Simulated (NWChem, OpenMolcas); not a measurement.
# How basis sets differ on BSiH3OF2 (SMILES FB(F)O[SiH3])

The species is BSiH3OF2 (8 atoms), meant as a singlet with charge 0. SMILES: `FB(F)O[SiH3]`. The shape is that of a PBE0-D4/def2-TZVP optimisation.

Quantity: the dipole moment, in D. The values are calculated.

```tsv
level	kind	program	value (D)	CPU time
HF/ANO-R0 (sfX2C)	Hartree–Fock	OpenMolcas	0.34	3.4 s
HF/STO-3G	Hartree–Fock	OpenMolcas	1.94	1.8 s
HF/3-21G	Hartree–Fock	OpenMolcas	2.50	2.4 s
HF/ANO-XS-VDZ (DKH2)	Hartree–Fock	OpenMolcas	2.81	1.6 s
HF/cc-pVDZ	Hartree–Fock	OpenMolcas	2.00	7.5 s
HF/def2-SVP	Hartree–Fock	NWChem	2.00	9.6 s
```

The values span 0.34 to 2.81 D. Magnitudes only. Sets without polarisation functions give poor dipoles. Times are those of the runs behind each value, whatever else they computed, on shared processors of several kinds: orders of magnitude only.

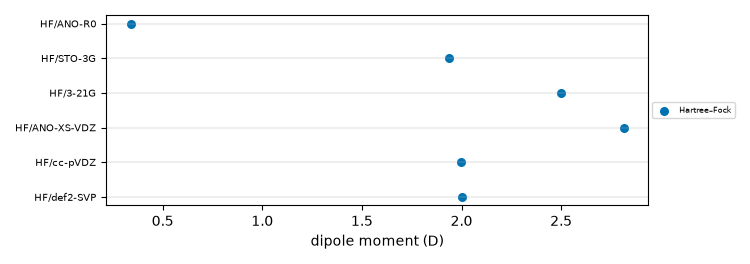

The values of the table, level by level.
